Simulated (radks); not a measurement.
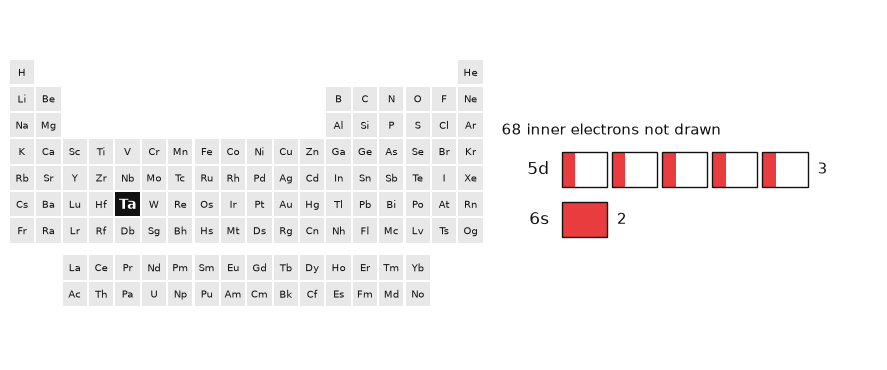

Fig. 1: Left, the place of tantalum in the periodic table; right, the outer shells as the input fills them: a box for each of the 2l + 1 orbitals, shaded by the share of the shell that is filled, with the electron count at the right.

Run report: Ta, atomic calculation

- system: a free Ta atom in the configuration [Xe] 4f14 5d3 6s2 (5d3/2: 3).
- method: Dirac Kohn-Sham, PBEsol, spin-unpolarised, spherical densities, point nucleus (the in-house radial solver radks)

### Outcome

- outcome: converged
- total energy: −15621.2677 hartree
- kinetic energy: 17538.7254 hartree
- electron–nucleus energy: −38971.4039 hartree
- Hartree energy: 6124.0537 hartree
- exchange–correlation energy: −312.642920 hartree
- radius at density 0.001 e/bohr³: 4.88 bohr
- SCF iterations: 16
- hardware: 1 thread of Intel Xeon, 163 GiB of memory available, shared host

### What is odd here

A numerical setting was moved from its usual value: mesh step h = 0.012. The program ran to the end, and its total energy equals that of the same run with the usual input (−15621.26772 hartree) within 10⁻⁵ hartree, so the oddity leaves no trace in it.

### Input
```
Z 73
configuration [Xe] 4f14 5d3 6s2
relativity Dirac
functional pbe_sol,pbe_sol
spin unpolarised
j_filling energy
nucleus point
c 137.035999084
mesh_step 0.012
max_iterations 68
```

Energies in input and log are in hartree, lengths in bohr.

The run was one of a batch that the task file lists, launched with:
```bash
python <driver script> task.json out
```

### Log
```
1s1/2   1   2.0000       -2471.53522504
2s1/2   1   2.0000        -424.34708380
2p1/2   1   2.0000        -405.54352255
2p3/2   1   4.0000        -358.88726293
3s1/2   1   2.0000         -97.18384408
3p1/2   1   2.0000         -88.83157404
3p3/2   1   4.0000         -78.78853960
3d3/2   1   4.0000         -64.68977219
3d5/2   1   6.0000         -62.50181000
4s1/2   1   2.0000         -19.78887120
4p1/2   1   2.0000         -16.34799924
4p3/2   1   4.0000         -14.03223144
4d3/2   1   4.0000          -8.38023622
4d5/2   1   6.0000          -7.95486407
4f5/2   1   6.0000          -0.93116554
4f7/2   1   8.0000          -0.85831845
5s1/2   1   2.0000          -2.66312979
5p1/2   1   2.0000          -1.66691452
5p3/2   1   4.0000          -1.34497387
5d3/2   1   3.0000          -0.13854532
5d5/2   1   0.0000          -0.11744988
6s1/2   1   2.0000          -0.19763219
Etot -15621.267723427203
Ekin 17538.72542337045
Encl -38971.40388140758
Eh 6124.0536548855425
Exc -312.6429202756143
err 9.64076306369832e-09
it 16
```

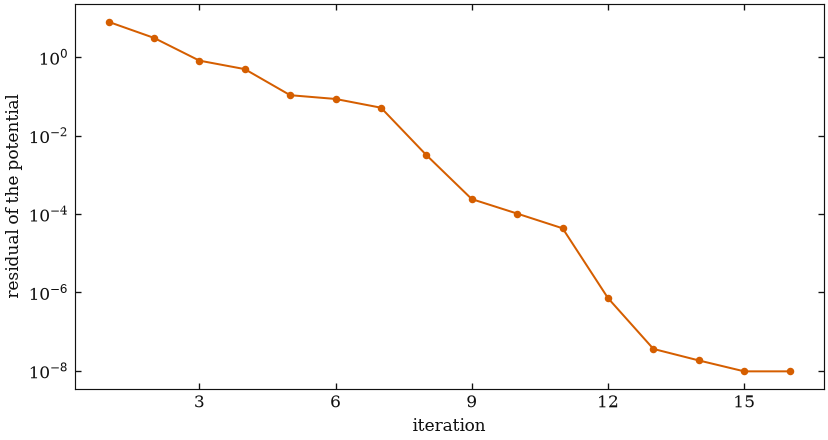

Fig. 2: Convergence: residual of the potential against the iteration. The residual falls almost steadily, with no more than small rises or pauses. It goes from 8.0 to 9.6×10⁻⁹ in 16 steps.
